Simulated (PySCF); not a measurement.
Consider C5H6AlFO2 (SMILES C=CC1=[O+][AlH2-][O]C(F)=C1).

```xyz
15

C     2.6316   -0.8203    0.0679
C     1.8837    0.2622   -0.1307
C     0.4233    0.2211   -0.0654
O    -0.1652   -0.8895    0.1896
Al   -1.8783   -1.3928    0.3637
O    -2.4067    0.3423    0.0212
C    -1.6894    1.3294   -0.2134
F    -2.3522    2.4828   -0.4277
C    -0.3081    1.3926   -0.2814
H     2.1722   -1.7711    0.2856
H     3.7060   -0.7894    0.0199
H     2.3253    1.2232   -0.3498
H    -2.3143   -2.2377   -0.8461
H    -2.2062   -1.6745    1.8406
H     0.1739    2.3296   -0.4959
```

Geometry: GFN2-xTB.

All numbers below come from PBE0/pcSseg-1, SCF density, gas phase, non-relativistic in PySCF.

> What can the converged electron density and electron localisation function tell about the bonding?

C–O (1.24 Å): ρ at the midpoint is about 3 e/Å³; the ELF peaks at about 0.85 between the atoms: a short, strongly polar bond.
C–C (1.33 Å): ρ at the midpoint is about 2.3 e/Å³; the ELF peaks at about 0.95 between the atoms (a multiple bond).
C–F (1.35 Å): ρ is about 2.3 e/Å³ halfway, with its minimum of 1.8 e/Å³ about 0.5 Å from C; the ELF peaks at about 0.85 between the atoms, as expected for a shared but strongly polarised pair.
Al–O (1.79 Å): ρ is about 0.66 e/Å³ halfway; the ELF peaks at about 0.90 in the valence shell of O, 0.6 Å from its nucleus, and is about 0.45 at the midpoint.

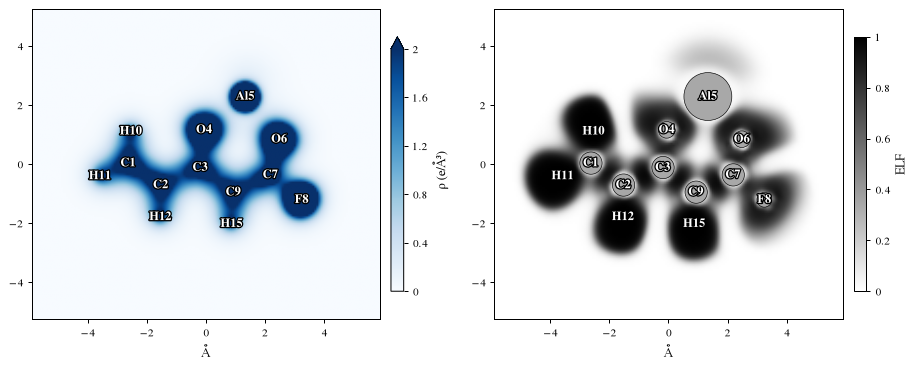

Computed electron density and electron localisation function on the plane of atoms Al5, O6 and C7, in this order. Grey discs cover the atomic cores in the ELF map. 
